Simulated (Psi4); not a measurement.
# BH3SO (SMILES OBS) at BP86/aug-cc-pVDZ (sweep point 4)

What is the vertical ionisation energy of BH3SO at BP86/aug-cc-pVDZ (sweep point 4)? Input form: a Python script.

The results are computed with Psi4 1.11.

### 1 Starting point

BH3SO has 6 atoms, charge 0, and is taken as a singlet. As SMILES, `OBS`. The shape is that of a PBE0-D4/def2-TZVP optimisation. This is one conformer, not always the lowest.

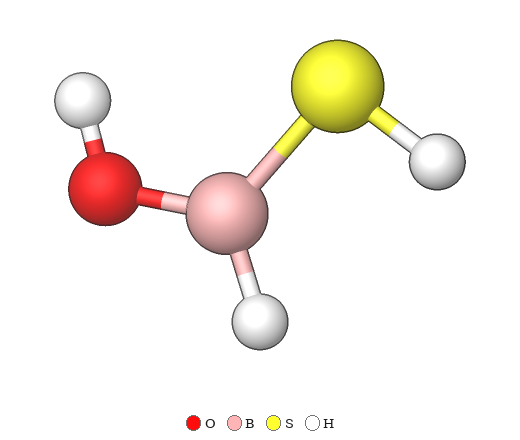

Viewed from a chosen angle; oxygen red, boron pink, sulfur yellow, hydrogen white.

### 2 A single-point energy at BP86/aug-cc-pVDZ (sweep point 4)

Contents of bh3os.py:

```python
import psi4

psi4.set_memory(1600000000)
psi4.set_num_threads(1)
psi4.set_output_file('run.log', False)

geom = psi4.geometry("""
0 1
O     -2.08701353    -0.17083124    -1.89312763
B      0.10317905     0.32068652    -0.67671093
S      0.63664873    -0.74171750     2.53620143
H     -3.31287887    -1.10945821    -0.93617032
H      1.68998207     1.48078939    -1.77993304
H      2.97008255     0.22034207     2.74974048
units au
symmetry c1
""")

psi4.set_options({
    'puream': True,
    'scf_type': 'pk',
    'dft_radial_points': 99,
    'dft_spherical_points': 590,
})

result, w = psi4.energy('bp86/aug-cc-pVDZ', return_wfn=True)
print(f'bp86/aug-cc-pVDZ energy: {result:.10f} Eh')
```

On the command line:

```bash
$ python bh3os.py
```

run.log:

```text
[...]
  Running in c1 symmetry.
[...]
  Nuclear repulsion =   88.768868558049263
[...]
  Multiplicity = 1
[...]
  Nalpha       = 16
  Nbeta        = 16
[...]
    Number of basis functions: 100
[...]
   @RKS iter   1:  -499.87969147477548   -1.18378e-01   8.18252e-03 ADIIS/DIIS
[...]
   @RKS iter   9:  -500.19903876439184   -3.03789e-07   5.87628e-07 DIIS
[...]
    Orbital Energies [Eh]
    ---------------------
    Doubly Occupied:
       1A    -88.132951     2A    -18.829201     3A     -7.697625
       4A     -6.571776     5A     -5.719878     6A     -5.715062
       7A     -5.711998     8A     -0.968087     9A     -0.687124
      10A     -0.535311    11A     -0.428145    12A     -0.381691
      13A     -0.344621    14A     -0.344009    15A     -0.281636
      16A     -0.249942
[...]
  @RKS Final Energy:  -500.19903876439184
   => Energetics <=
    Nuclear Repulsion Energy =             88.7688685580492631
    One-Electron Energy =                -864.6069017939754531
    Two-Electron Energy =                 315.1420788297272111
    DFT Exchange-Correlation Energy =     -39.5030843581928366
    Empirical Dispersion Energy =           0.0000000000000000
    VV10 Nonlocal Energy =                  0.0000000000000000
    Total Energy =                       -500.1990387643918439
[...]
 Multipole Moments:
 ------------------------------------------------------------------------------------
     Multipole            Electronic (a.u.)      Nuclear  (a.u.)        Total (a.u.)
 ------------------------------------------------------------------------------------
 L = 1.  Multiply by 2.5417464519 to convert [e a0] to [Debye]
 Dipole X            :         -0.8574317            0.7897433           -0.0676884
 Dipole Y            :         -0.6011308            0.4809352           -0.1201957
 Dipole Z            :          0.5327975           -0.3111451            0.2216524
 Magnitude           :                                                    0.2610718
[...]
```

The script printed:

```text
bp86/aug-cc-pVDZ energy: -500.1990387644 Eh
```

Wall time 30 s (1 thread of AMD EPYC 7R43 (Zen 3), shared host); peak memory 0.82 GiB.

### 3 The doublet cation, same level

Contents of bh3os.py:

```python
import psi4

psi4.set_memory(1600000000)
psi4.set_num_threads(1)
psi4.core.set_output_file('output.dat', False)

m = psi4.geometry("""
1 2
O     -2.08701353    -0.17083124    -1.89312763
B      0.10317905     0.32068652    -0.67671093
S      0.63664873    -0.74171750     2.53620143
H     -3.31287887    -1.10945821    -0.93617032
H      1.68998207     1.48078939    -1.77993304
H      2.97008255     0.22034207     2.74974048
units bohr
symmetry c1
""")

psi4.set_options({
    'basis': 'aug-cc-pVDZ',
    'reference': 'uks',
    'puream': True,
    'scf_type': 'pk',
    'dft_radial_points': 99,
    'dft_spherical_points': 590,
    'maxiter': 150,
})

energy_value = psi4.energy("bp86")
print(f'bp86 energy: {energy_value:.10f} Eh')
```

On the command line:

```bash
$ python bh3os.py
```

output.dat:

```text
[...]
  Running in c1 symmetry.
[...]
  Nuclear repulsion =   88.768868558049263
[...]
  Multiplicity = 2
[...]
  Nalpha       = 16
  Nbeta        = 15
[...]
    Number of basis functions: 100
[...]
   @UKS iter   1:  -499.54336914479416    2.17944e-01   7.62792e-03 ADIIS/DIIS
[...]
   @UKS iter  12:  -499.81821111250395   -1.03534e-08   4.88827e-07 DIIS
[...]
   @S^2 Observed:                7.543150004E-01
[...]
    Orbital Energies [Eh]
    ---------------------
    Alpha Occupied:
       1A    -88.467244     2A    -19.086525     3A     -8.028576
       4A     -6.818982     5A     -6.054564     6A     -6.046652
       7A     -6.041731     8A     -1.216466     9A     -0.998613
      10A     -0.772613    11A     -0.703436    12A     -0.639432
      13A     -0.606018    14A     -0.595445    15A     -0.562743
      16A     -0.530307
    Alpha Virtual:
      17A     -0.288510    18A     -0.270278    19A     -0.192519
      20A     -0.185552    21A     -0.150591    22A     -0.129333
      23A     -0.119473    24A     -0.110935    25A     -0.096622
[...]
  @UKS Final Energy:  -499.81821111250395
   => Energetics <=
    Nuclear Repulsion Energy =             88.7688685580492631
    One-Electron Energy =                -855.5961076795086910
    Two-Electron Energy =                 306.2058795157918212
    DFT Exchange-Correlation Energy =     -39.1968515068363246
    Empirical Dispersion Energy =           0.0000000000000000
    VV10 Nonlocal Energy =                  0.0000000000000000
    Total Energy =                       -499.8182111125039455
[...]
 Multipole Moments:
 ------------------------------------------------------------------------------------
     Multipole            Electronic (a.u.)      Nuclear  (a.u.)        Total (a.u.)
 ------------------------------------------------------------------------------------
 L = 1.  Multiply by 2.5417464519 to convert [e a0] to [Debye]
 Dipole X            :         -0.4305663            0.7897433            0.3591769
 Dipole Y            :         -0.6337220            0.4809352           -0.1527869
 Dipole Z            :          1.0867394           -0.3111451            0.7755943
 Magnitude           :                                                    0.8682732
[...]
```

Standard output:

```text
bp86 energy: -499.8182111125 Eh
```

It took 47 s on 1 thread of AMD EPYC 7R43 (Zen 3), shared host; peak memory 0.81 GiB.

### 4 Outcome

At BP86/aug-cc-pVDZ (sweep point 4):

| quantity | value |
| --- | --- |
| singlet BH3SO: total energy | -500.19904 Eh |
| singlet BH3SO: dipole moment | 0.66 D |
| singlet BH3SO: HOMO energy | -6.80 eV |
| singlet BH3SO: LUMO energy | -1.17 eV |
| singlet BH3SO: HOMO–LUMO gap | 5.63 eV |
| doublet cation: total energy | -499.81821 Eh |
| doublet cation: HOMO energy (highest over α and β) | -14.32 eV |
| doublet cation: LUMO energy (lowest over α and β) | -13.89 eV |
| doublet cation: ⟨S²⟩ | 0.754 |
| vertical ionisation energy (to the doublet cation) | 10.363 eV |

What this shows: The vertical ionisation energy comes to 10.36 eV (1000 kJ/mol). The negative HOMO energy of the first species, 6.80 eV, lies 3.56 eV below that difference.
